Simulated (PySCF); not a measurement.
**Run report: CH$_{7}$NSi, NMR shielding calculation**

System: CH$_{7}$NSi, SMILES CN[SiH3].
Method: GIAO BHandHLYP/pcSseg-2 NMR shielding, non-relativistic, gas phase (PySCF 2.14.0).

The geometry comes from this level: PBE0-D3(BJ)/def2-SVP. Figures and captions count atoms from 1; the log counts them from 0 in places.

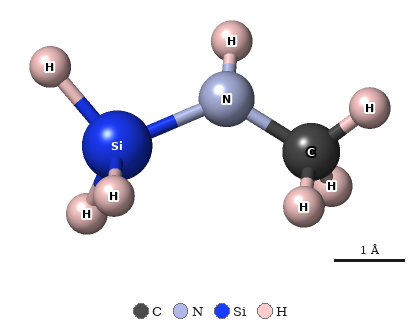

Figure 1. The input geometry (ball-and-stick view, seen at a tilt). Bond lengths as drawn: C–H 1.10 to 1.11 Å, C–N 1.44 Å, H–N 1.01 Å, H–Si 1.49 to 1.50 Å and N–Si 1.73 Å.

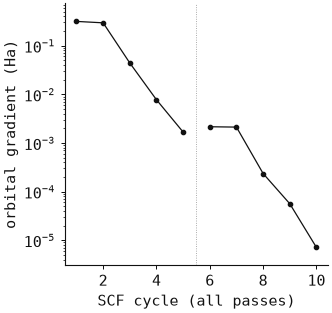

Figure 2. Convergence of the self-consistent field: orbital gradient against the SCF cycle. The dotted line marks the change from a coarse to the final integration grid. The first 5 cycles use a coarse grid, the final grid takes over at cycle 6, and the field converges after 10 cycles in all.

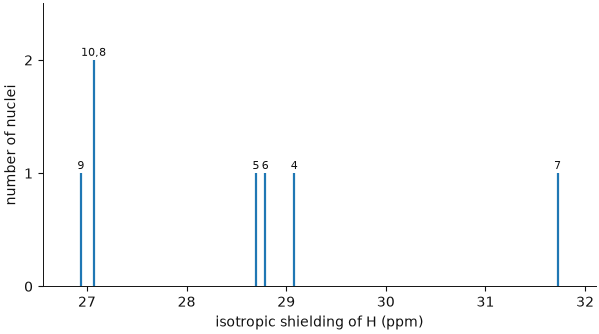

Figure 3. Isotropic shieldings of the hydrogen nuclei in this fixed geometry, labelled by atom number; shielding grows to the right, so chemical shift grows to the left. The least shielded is H9 (26.9 ppm), the most shielded H7 (31.7 ppm).

The input that produced these results follows, with the program's output.

The input:
```
{"job": {"kind": "nmr", "xc": "BHandHLYP", "basis": "pcSseg-2", "pop": false}, "charge": 0, "multiplicity": 1}
C     -1.333892    -0.108755     0.043676
N     -0.102541     0.642302     0.016793
Si     1.471681    -0.072336     0.091603
H     -1.198465    -1.067068    -0.483209
H     -2.141710     0.428317    -0.481302
H     -1.700215    -0.348285     1.061742
H     -0.193107     1.594445     0.352816
H      1.585034    -1.103225    -0.986534
H      1.818759    -0.762409     1.382451
H      2.461782     1.027049    -0.115400
```

The first line tells a small driver script what to run in PySCF; the rest is the geometry in Å.

Launched with:
```bash
OMP_NUM_THREADS=1 python <driver script> task.json out
```

The program's output:
```
coarse grid: 8112 points
cycle   1  E = -386.5328603955  dE = -2.763e-02  |g| = 3.154e-01  |ddm| = 2.034e+00
cycle   2  E = -386.5376778635  dE = -4.817e-03  |g| = 2.948e-01  |ddm| = 3.767e-01
cycle   3  E = -386.5554342540  dE = -1.776e-02  |g| = 4.400e-02  |ddm| = 1.898e-01
cycle   4  E = -386.5558533574  dE = -4.191e-04  |g| = 7.718e-03  |ddm| = 3.353e-02
cycle   5  E = -386.5558632720  dE = -9.915e-06  |g| = 1.671e-03  |ddm| = 6.662e-03
final grid: 71736 points
cycle   6  E = -386.5614710878  dE = -1.678e-05  |g| = 2.150e-03  |ddm| = 1.222e-02
cycle   7  E = -386.5614710639  dE =  2.391e-08  |g| = 2.114e-03  |ddm| = 2.555e-03
cycle   8  E = -386.5614719605  dE = -8.965e-07  |g| = 2.348e-04  |ddm| = 1.244e-03
cycle   9  E = -386.5614719711  dE = -1.068e-08  |g| = 5.614e-05  |ddm| = 1.815e-04
cycle  10  E = -386.5614719717  dE = -5.764e-10  |g| = 7.091e-06  |ddm| = 5.049e-05
converged SCF energy = -386.5614719717

GIAO shielding tensors (ppm)
atom      isotropic    diamagn.    paramagn.     s11        s22        s33       span
  0 C      152.031     234.794     -82.762    129.753    141.028    185.313     55.560
  1 N      256.611     318.170     -61.559    225.231    251.953    292.648     67.417
  2 Si     400.089     875.620    -475.531    353.781    373.841    472.645    118.865
  3 H       29.081      29.482      -0.401     25.387     27.451     34.406      9.019
  4 H       28.697      28.403       0.293     23.985     26.755     35.350     11.365
  5 H       28.790      28.658       0.132     23.969     26.833     35.567     11.598
  6 H       31.724      32.553      -0.829     22.621     30.168     42.382     19.761
  7 H       27.068      28.903      -1.835     24.032     25.682     31.491      7.459
  8 H       26.940      28.564      -1.625     23.780     25.039     31.999      8.220
  9 H       27.066      28.645      -1.579     24.088     25.364     31.744      7.656
```

Key numbers:

| quantity | value |
| --- | --- |
| outcome | converged |
| total energy | −386.561472 hartree |
| HOMO | −8.08 eV |
| LUMO | 0.85 eV |
| dipole moment | 1.14 D |
| isotropic shielding, C | 152.0 ppm |
| isotropic shielding, N | 256.6 ppm |
| isotropic shielding, Si | 400.1 ppm |
| isotropic shielding, H | 26.9 to 31.7 ppm |
| hardware | 1 CPU thread, shared host |
| wall time | 13 s |
| peak memory | 0.92 GiB |
